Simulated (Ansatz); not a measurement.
**BCl2F: a spread of methods and bases**

How do the results and run time of BCl2F respond when the settings are drawn wide?

Method: the settings change from run to run; program: Ansatz 0.2.0, Gaussian basis.

**1. The relaxed structure**

An earlier r2SCAN-D4 in a triple-zeta def2 set relaxation fixed the geometry.

4 atoms, charge 0, spin multiplicity 1.

Atoms are counted from 1 here; the program's logs count them from 0.

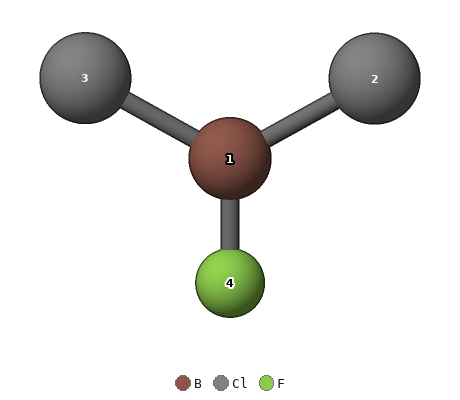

The structure; boron brown, chlorine grey, fluorine green; atoms are numbered from 1 in the order of the file.

**2. wB97/def2-mTZVPP**

Set apart from the defaults: the search for lower states set to full.

The input, in.yaml:

```yaml
crystal:
  periodic: [false, false, false]
  atoms:
    - {symbol: B, position_ang: [-0.049049, -0.081674, 0.000479]}
    - {symbol: Cl, position_ang: [1.692513, -0.139530, 0.013300]}
    - {symbol: Cl, position_ang: [-0.917745, 1.428922, -0.017728]}
    - {symbol: F, position_ang: [-0.725719, -1.207718, 0.003948]}
basis:
  gaussian: {orbitals: def2-mTZVPP}
hamiltonian: {xc: {name: wB97}}
scf: {lower_state_search: full}
```

Launch:

```console
ansatz run in.yaml --threads 4 --pin off --events-out ev --progress --plain --max-ram 3916MiB
```

Standard output:

```text
Functional definition: wB97
  name "wB97"
  cite "Chai & Head-Gordon, J. Chem. Phys. 128, 084106 (2008) doi:10.1063/1.2834918"
  cite "Becke, J. Chem. Phys. 107, 8554 (1997) doi:10.1063/1.475007"
  parameter omega = 0.4/bohr
  parameter cx1 = 1.13116
  parameter cx2 = -2.74915
  parameter cx3 = 12.0900
  parameter cx4 = -5.71642
  parameter css1 = -2.55352
  parameter css2 = 11.8926
  parameter css3 = -26.9452
  parameter css4 = 17.0927
  parameter cos1 = 3.99051
  parameter cos2 = -17.0066
  parameter cos3 = 1.07292
  parameter cos4 = 8.88211
  # The coefficients of nought are those of the uniform gas.
  exchange = spin_sum(e_x_unif_sr(omega)*poly(b97_u_x, 1, cx1, cx2, cx3, cx4)) + exact_x_lr(omega)
  correlation = spin_sum(e_c_pw_same_spin*poly(b97_u_same, 1, css1, css2, css3, css4))
      + integral(e_c_pw_opposite_spin*poly(b97_u_opposite, 1, cos1, cos2, cos3, cos4))
850 factors; their error is unknown
283 factors; integrals over basis functions are off by at most 2.2e-5 eV
mean field evaluation 1: about -28441.8034 eV, gradient 3.2e1 eV
mean field evaluation 2: about -28442.0208 eV, gradient 3.5e1 eV
mean field evaluation 4: about -28443.6011 eV, gradient 1.3e0 eV
mean field evaluation 8: about -28443.6008 eV, gradient 5.3e-2 eV
mean field evaluation 16: about -28441.7991 eV, gradient 3.2e1 eV
mean field -28443.60076082 eV, -1045.2830481949 hartree, gradient 4.1e-5 eV, S^2 0.000000; 0 other end points of the search recorded, 0 dependent functions left out
reference -28443.60075275 eV, -1045.2830478985 hartree; 24, 24 occupied and 73, 73 virtual orbitals, 850 factors
Total energy: -28443.60075275 eV, -1045.2830478985 hartree
```

Run time: 0.9 s. Hardware: 4 threads of Intel Xeon 6975P-C, shared host.

**3. rPW86-PBE/def2-TZVP**

Options: unrestricted orbitals, coordinates scaled by 1.25, D3(BJ) dispersion.

The input, in.yaml:

```yaml
crystal:
  periodic: [false, false, false]
  atoms:
    - {symbol: B, position_ang: [-0.061311, -0.102093, 0.000598]}
    - {symbol: Cl, position_ang: [2.115641, -0.174412, 0.016626]}
    - {symbol: Cl, position_ang: [-1.147181, 1.786152, -0.022159]}
    - {symbol: F, position_ang: [-0.907149, -1.509647, 0.004935]}
basis:
  gaussian: {orbitals: def2-TZVP}
magnetization: {spin_polarized: true, initial_magnetization: 0}
hamiltonian: {xc: {name: rPW86-PBE}, dispersion: d3bj}
scf: {omitted_lower_state_checks: [starts]}
output: {forces: true}
```

The command is unchanged.

Standard output, cut to the lines that bear on the results:

```text
Functional definition: rPW86-PBE
  name "rPW86-PBE"
  cite "Murray, Lee & Langreth, J. Chem. Theory Comput. 5, 2754 (2009) doi:10.1021/ct900365q"
  cite "Perdew, Burke & Ernzerhof, Phys. Rev. Lett. 77, 3865 (1996) doi:10.1103/PhysRevLett.77.3865"
  parent pbe
[...]
837 factors; their error is unknown
[...]
mean field -28467.08916306 eV, -1046.1462310563 hartree, gradient 5.4e-5 eV, S^2 0.000000; 0 other end points of the search recorded, 0 dependent functions left out
[...]
reference -28467.08925515 eV, -1046.1462344407 hartree; 24, 24 occupied and 112, 112 virtual orbitals, 837 factors
Total energy: -28467.16421566 eV, -1046.1489891887 hartree
Atom 0 at    -0.061311    -0.102093     0.000598 Å, force    -1.079936    -1.797184     0.002420 eV/Å
Atom 1 at     2.115641    -0.174412     0.016626 Å, force    -4.139938     0.135243    -0.030170 eV/Å
Atom 2 at    -1.147181     1.786152    -0.022159 Å, force     2.062825    -3.591659     0.043560 eV/Å
Atom 3 at    -0.907149    -1.509647     0.004935 Å, force     3.157050     5.253600    -0.015810 eV/Å
Dipole moment:     0.067112     0.111494    -0.000217 e Å
Checks for a lower state left out: starts
```

Wall time 1.4 s (4 threads of Intel Xeon 6975P-C, shared host).

Largest force 6.129 eV/Å, dipole 0.63 D, ⟨S²⟩ 0.000.

**4. r2SCANh/aug-cc-pVDZ**

This run has charge +1, multiplicity 2, relativity set to none.

The input, in.yaml:

```yaml
crystal:
  periodic: [false, false, false]
  atoms:
    - {symbol: B, position_ang: [-0.049049, -0.081674, 0.000479]}
    - {symbol: Cl, position_ang: [1.692513, -0.139530, 0.013300]}
    - {symbol: Cl, position_ang: [-0.917745, 1.428922, -0.017728]}
    - {symbol: F, position_ang: [-0.725719, -1.207718, 0.003948]}
basis:
  gaussian: {orbitals: aug-cc-pVDZ}
total_charge: 1
magnetization: {spin_polarized: true, initial_magnetization: 1}
hamiltonian: {xc: {name: r2SCANh}, pseudopotentials: {relativity: none}}
```

Launched as before.

Standard output, cut to the lines that bear on the results:

```text
Functional definition: r2SCANh
  name "r2SCANh"
  cite "Bursch, Neugebauer, Ehlert & Grimme, J. Chem. Phys. 156, 134105 (2022) doi:10.1063/5.0086040"
  cite "Furness, Kaplan, Ning, Perdew & Sun, J. Phys. Chem. Lett. 11, 8208 (2020) doi:10.1021/acs.jpclett.0c02405"
  cite "Furness, Kaplan, Ning, Perdew & Sun, J. Phys. Chem. Lett. 11, 9248 (2020) doi:10.1021/acs.jpclett.0c03077"
  parent r2scan
[...]
971 factors; integrals over basis functions are off by at most 3.7e-4 eV
[...]
mean field -28427.72446303 eV, -1044.6996050127 hartree, gradient 1.2e-5 eV, S^2 0.754808; 7 other end points of the search recorded, 0 dependent functions left out
reference -28427.72448155 eV, -1044.6996056931 hartree; 24, 23 occupied and 76, 77 virtual orbitals, 971 factors
Total energy: -28427.72448155 eV, -1044.6996056931 hartree
```

It took 4 s on 4 threads of Intel Xeon 6975P-C, shared host.

⟨S²⟩ 0.755.

**5. B97M-V/cc-pVDZ**

Edit in.yaml of step 4 so:

```diff
@@ -8,5 +8,4 @@
 basis:
-  gaussian: {orbitals: aug-cc-pVDZ}
-total_charge: 1
-magnetization: {spin_polarized: true, initial_magnetization: 1}
-hamiltonian: {xc: {name: r2SCANh}, pseudopotentials: {relativity: none}}
+  gaussian: {orbitals: cc-pVDZ}
+hamiltonian: {xc: {name: B97M-V}}
+output: {forces: true}
```

The command is unchanged.

Standard output, cut to the lines that bear on the results:

```text
Functional definition: B97M-V
  name "B97M-V"
  cite "Mardirossian & Head-Gordon, J. Chem. Phys. 142, 074111 (2015) doi:10.1063/1.4907719"
  cite "Becke, J. Chem. Phys. 107, 8554 (1997) doi:10.1063/1.475007"
  cite "Vydrov & Van Voorhis, J. Chem. Phys. 133, 244103 (2010) doi:10.1063/1.3521275"
  # Of w^i u^j: cxij and so on, Table III.
[...]
  gx(w, u) = cx00 + cx01*u + cx02*u^2 + (cx10 + cx11*u)*w
  gss(w, u) = css00 + css02*u^2 + css10*w + (css32*w^3 + css42*w^4)*u^2
  gos(w, u) = cos00 + cos01*u + cos03*u^3 + cos10*w + cos32*w^3*u^2
[...]
      + integral(e_c_pw_mod_opposite_spin*gos(b97_w_opposite, b97_u_opposite)) + vv10(b, c)
818 factors; their error is unknown
[...]
mean field -28435.71386325 eV, -1044.9932100554 hartree, gradient 5.8e-5 eV, S^2 0.000000; 0 other end points of the search recorded, 0 dependent functions left out
[...]
reference -28435.71389692 eV, -1044.9932112927 hartree; 24, 24 occupied and 40, 40 virtual orbitals, 818 factors
Total energy: -28435.71389692 eV, -1044.9932112927 hartree
Atom 0 at    -0.049049    -0.081674     0.000479 Å, force     0.179290     0.301622    -0.003582 eV/Å
Atom 1 at     1.692513    -0.139530     0.013300 Å, force     0.037338     0.005538     0.001030 eV/Å
Atom 2 at    -0.917745     1.428922    -0.017728 Å, force    -0.011675     0.033848     0.000457 eV/Å
Atom 3 at    -0.725719    -1.207718     0.003948 Å, force    -0.204953    -0.341007     0.002095 eV/Å
Dipole moment:     0.016454     0.027192     0.000042 e Å
```

It took 0.75 s on 4 threads of Intel Xeon 6975P-C, shared host.

Largest force 0.398 eV/Å, dipole 0.15 D.

**6. The runs in one table**

```tsv
level	charge	multiplicity	geometry	functions	energy (eV)	time
wB97/def2-mTZVPP	0	1	relaxed	97	-28443.601	0.9 s
rPW86-PBE/def2-TZVP	0	1	scaled	136	-28467.164	1.4 s
r2SCANh/aug-cc-pVDZ	1	2	relaxed	100	-28427.724	4 s
B97M-V/cc-pVDZ	0	1	relaxed	64	-28435.714	0.75 s
```

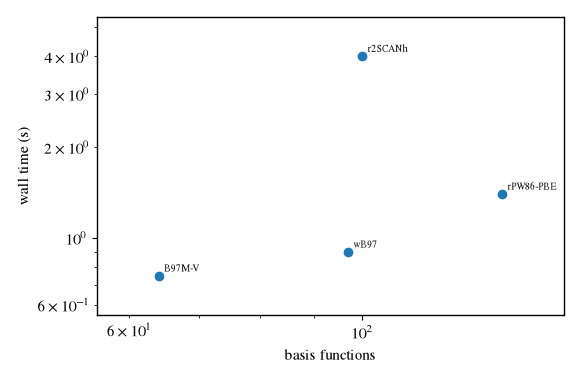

Wall time against the number of basis functions (shared host).

**7. What came out**

| quantity | value |
| --- | --- |
| runs | 4 |
| quickest | B97M-V/cc-pVDZ, 0.75 s |
| slowest | r2SCANh/aug-cc-pVDZ, 4 s |
| spread of total energies, same state and geometry | 7.9 eV |

What this shows: Run time spans a factor of 5, from B97M-V/cc-pVDZ to r2SCANh/aug-cc-pVDZ. The jobs differ in tasks and options as well as level. Total energies at one charge and spin differ by 8 eV between levels, so only differences within one level mean anything. At the r2SCAN-D4/def2-TZVP geometry and in the same state, the sound runs without point charges leave forces up to 0.40 eV/Å (B97M-V/cc-pVDZ), against 6.1 eV/Å where the atoms were moved.
